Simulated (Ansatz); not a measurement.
# Calculations on BH₄OBr

## 1. Relaxation

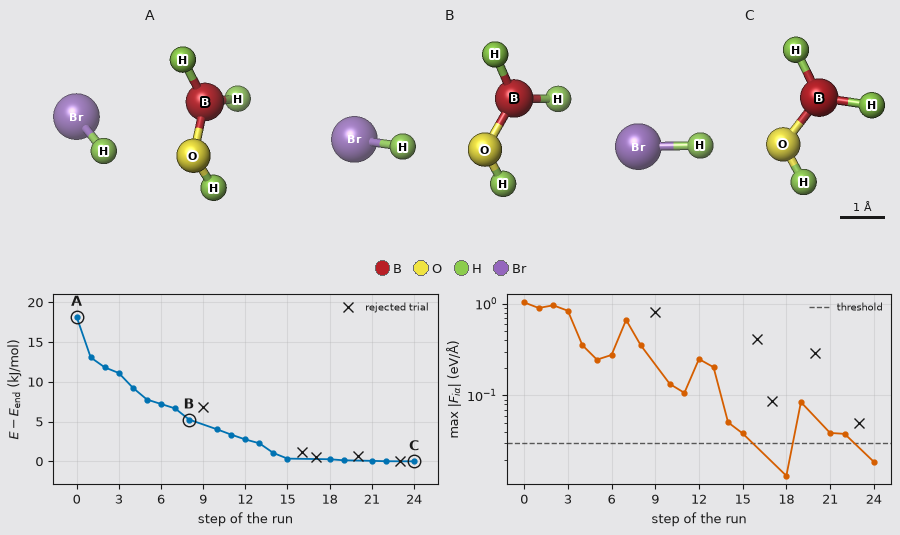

Frames of a relaxation of BH4OBr, marked on the history of the run. A ball-and-stick model, seen at a tilt.

The run prepares an end point of a later path (reaction) calculation, from a guessed geometry.

Level of theory: RKS PBE/def2-SVP in Ansatz.

Input file:
```yaml
crystal:
  periodic: [false, false, false]
  atoms:
    - { symbol: B, position_ang: [-0.080398, -0.220952, 0.114032] }
    - { symbol: O, position_ang: [-0.074393, -0.435067, 1.486014] }
    - { symbol: H, position_ang: [-0.972749, -0.602825, 1.831016] }
    - { symbol: H, position_ang: [1.004592, -0.044273, -0.39812] }
    - { symbol: H, position_ang: [-1.120951, -0.283587, -0.516773] }
    - { symbol: Br, position_ang: [0.154319, 2.924809, 0.870135] }
    - { symbol: H, position_ang: [0.337881, 1.717596, 1.753495] }
basis:
  gaussian: { orbitals: def2-SVP }
hamiltonian:
  xc: pbe
relax:
  f_tol: 0.03
  max_steps: 50
output:
  orbitals: {}
```

Run as
```bash
ansatz run input.yaml --threads 1 --pin off --max-ram 2048MiB --backend cpu --events-out ev --progress --plain --runs-dir out
```

Describe the path.

The energy falls by 18.2 kJ/mol in 19 accepted moves (24 points after the start). Largest force component: 1 eV/Å at the start, 0.019 eV/Å at the end. The line search rejected the trial steps at points 9, 16, 17, 20, 23 of the run. The forces were under the threshold at step 18, but the run went on from there. The largest move after the best rigid fit is that of H5, 1.43 Å. Largest moves by element: H 1.43 Å, Br 1.22 Å, O 0.82 Å, B 0.35 Å. Among the contacts that change: Br6–H7 1.507 → 1.453 Å, B1–O2 1.389 → 1.364 Å. Bond angles that change, for instance: B1–O2–H3 111.8° → 113.9°. From step 0 to 8: Br6 moves most (0.73 Å), energy −12.9 kJ/mol. From step 8 to 24: H5 moves most (0.90 Å), energy −5.26 kJ/mol.

```csv
step,"E − E(0), kJ/mol","largest force component, eV/Å",note
0,0.00,1.0316,
1,-5.10,0.8972,
2,-6.35,0.9595,
3,-7.06,0.8373,
4,-8.92,0.3525,
5,-10.40,0.2455,
6,-10.96,0.2763,
7,-11.52,0.6649,
8,-12.92,0.3533,
9,-11.33,0.8163,rejected
10,-14.16,0.1335,
11,-14.82,0.1068,
12,-15.42,0.2493,
13,-15.91,0.2034,
14,-17.13,0.0510,
15,-17.83,0.0386,
16,-17.06,0.4154,rejected
17,-17.69,0.0867,rejected
18,-17.91,0.0133,
19,-18.04,0.0847,
20,-17.50,0.2922,rejected
21,-18.11,0.0391,
22,-18.16,0.0382,
23,-18.10,0.0505,rejected
24,-18.18,0.0190,
```

Limits of the set-up: the start holds two separate molecules, 2.2 Å apart at their closest, whose relative position is a soft coordinate and is computed without a dispersion correction.

## 2. Relaxation

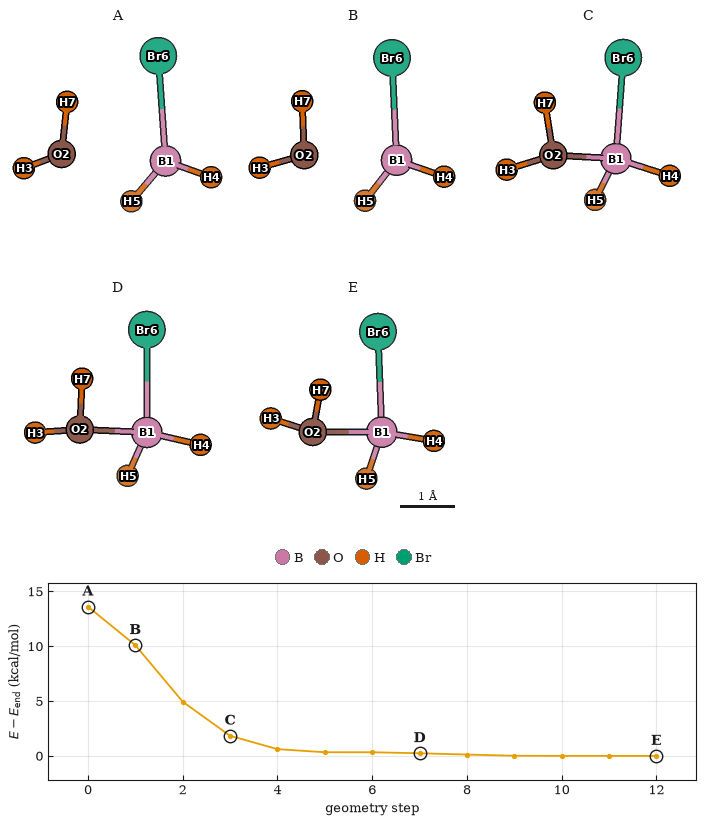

Frames of a relaxation of BH4OBr, marked on the history of the run. Style: ball-and-stick. Shown at a tilt.

The run prepares an end point of a later path (reaction) calculation, from a guessed geometry.

All numbers below come from RKS PBE/def2-SVP (Ansatz 0.2.0). Set-up: no spin polarisation; force threshold 0.03 eV/Å; at most 50 steps.

Describe the path.

Answer. After 12 geometry steps the energy has fallen by 13.6 kcal/mol. The largest force component goes from 0.95 to 0.015 eV/Å. The largest move after the best rigid fit is that of H3, 0.58 Å. By element the largest moves are H 0.58 Å, O 0.54 Å, B 0.43 Å, Br 0.31 Å. Among the contacts that change: B1–O2 2.594 → 1.655 Å, O2–Br6 3.364 → 2.881 Å, B1–Br6 2.007 → 2.026 Å, B1–H4 1.207 → 1.216 Å. New bonds form, among them: B1–O2 (2.59 → 1.65 Å). Bond angles that change, for instance: H4–B1–H5 127.1° → 119.1°, H4–B1–Br6 116.2° → 112.5°. The run took 45 s on 1 thread of Arm Neoverse N1 (shared host), peak memory 0.14 GiB. From step 0 to 1: O2 moves most (0.19 Å), energy −3.52 kcal/mol. From step 1 to 3: B1 moves most (0.36 Å), energy −8.26 kcal/mol. From step 3 to 7: H atoms move most (0.23 Å), energy −1.59 kcal/mol. From step 7 to 12: H7 moves most (0.29 Å), energy −0.24 kcal/mol.

Limits of the set-up: the start holds two separate molecules, 2.6 Å apart at their closest, whose relative position is a soft coordinate and is computed without a dispersion correction.

## 3. Path

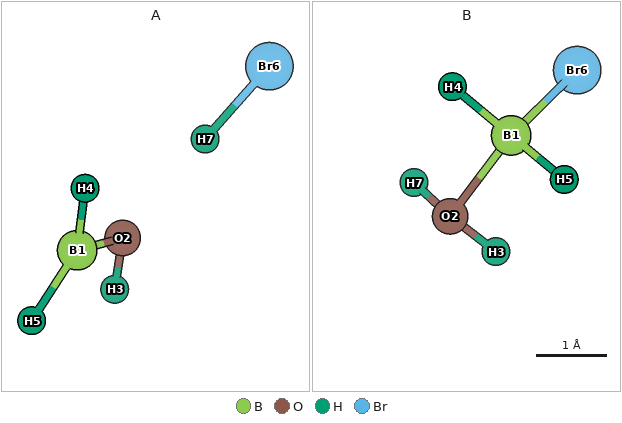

The two relaxed end points of a path for BH$_{4}$OBr. The picture is a ball-and-stick view, seen from a free direction.

All numbers below come from RKS PBE/def2-SVP in Ansatz 0.2.0.

Settings: 5 movable images; climbing image; force threshold 0.03 eV/Å; iteration limit 60.

Start:
```xyz
7

B    -0.1188   -0.5319   -0.0432
O    -0.4330    0.2109    1.0562
H    -1.1287   -0.1847    1.6146
H     0.7406   -0.0797   -0.7710
H    -0.6921   -1.5886   -0.2491
Br    0.6666    3.2784    1.9558
H     0.2138    1.9513    1.5765
```

End:
```xyz
7

B    -0.0130    0.3501    0.0491
O    -0.1384   -0.1284    1.6280
H    -1.0107    0.2100    1.9323
H     1.1259    0.0546   -0.2574
H    -0.9395   -0.2123   -0.5022
Br   -0.2857    2.3538    0.1731
H     0.5096    0.4278    2.1169
```

**What barrier does the band find between them, and by what path?**

Forward barrier 0.65 eV, backward barrier 0.57 eV, with image 4 at the top; the reaction energy is +0.08 eV. Breaking: Br6–H7 (1.45 → 1.64 at the top → 2.85 Å). Forming: B1–Br6 (4.37 → 2.43 at the top → 2.03 Å), O2–H7 (1.93 → 1.34 at the top → 0.98 Å). The band converged in 14 iterations. The largest component of the band force went from 8 to 0.029 eV/Å. The climbing image converged on the top of the path. Its vibrational analysis gives one imaginary mode (815i cm⁻¹), as a transition state must have.

Energies of the converged images:

| image | path (Å) | E (eV) |
| --- | --- | --- |
| 0 | 0.00 | 0.000 |
| 1 | 0.80 | 0.021 |
| 2 | 1.59 | 0.069 |
| 3 | 2.39 | 0.159 |
| 4 | 3.19 | 0.646 |
| 5 | 3.95 | 0.097 |
| 6 | 4.71 | 0.079 |

The geometry at the top of the path:

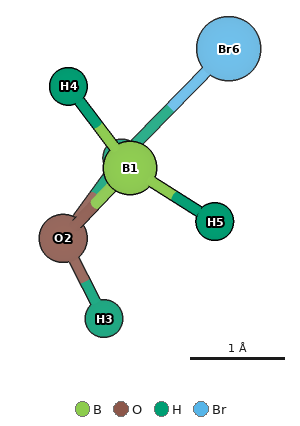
